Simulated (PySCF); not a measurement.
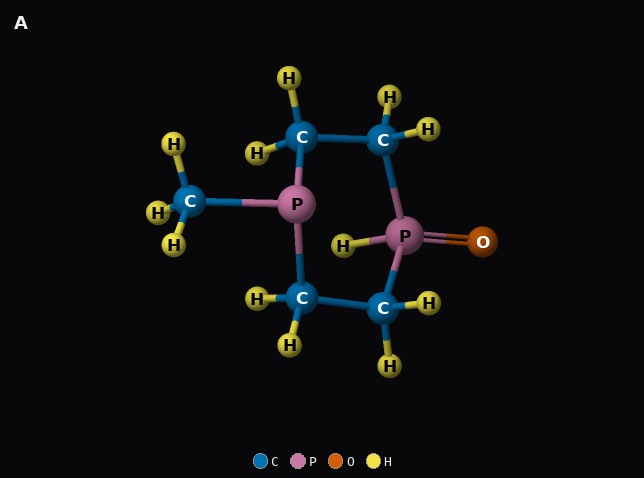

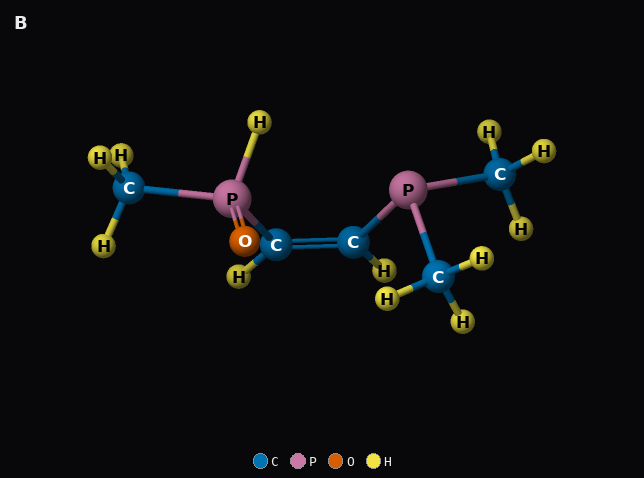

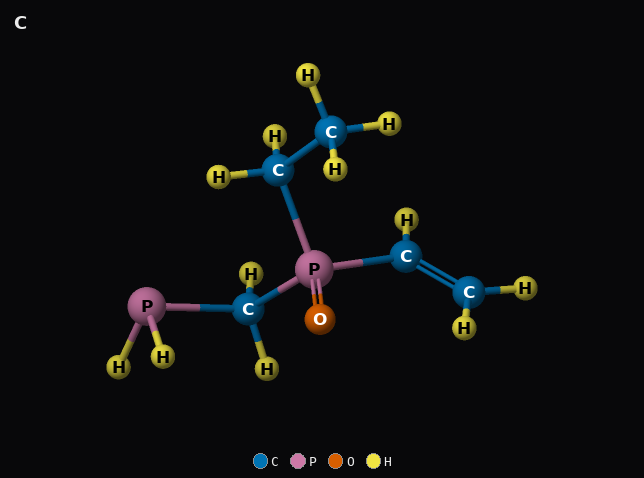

3 stationary structures of one formula. Geometries: GFN2-xTB. Electronic energies: PBE0/pcSseg-1 (PySCF 2.14.0), without zero-point energy. No frequency run is at hand to confirm each as a minimum. Each is one conformer, not always the lowest.

### Which structure is the most stable?

A is lowest; C lies 90.4 kJ/mol above it, B lies 101.1 kJ/mol above it. A is `CP1CC[PH](=O)CC1`, B is `CP(C)/C=C\[P@@H](C)=O`, C is `C=C[P@@](=O)(CC)CP`.

The geometry is semi-empirical. Around P such bond lengths and angles can be off by a tenth of an ångström or more and by several degrees, and values that hang on the shape move with them.
